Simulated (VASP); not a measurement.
Band structure of Tm (hcp). Level of theory: vdW-DF-cx, VASP's PBE PAW potentials (set 64) (plane waves; VASP).

The 4f electrons are frozen in the core of the lanthanide potential, so 4f levels, which can set the real gap, and their magnetism are missing.

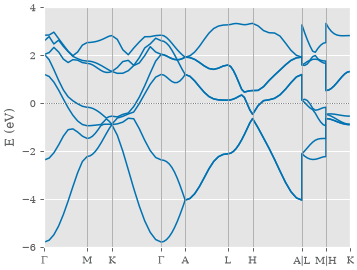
Figure. Bands along high-symmetry lines, zero at the valence-band maximum or, without a gap, the Fermi level

Read the plot: is there a gap, and where are the band edges?

It has no gap at this level: it comes out as a metal or semimetal. (Edges off the drawn lines would not show.)

The compound is Tm in the hcp structure. It was relaxed first.
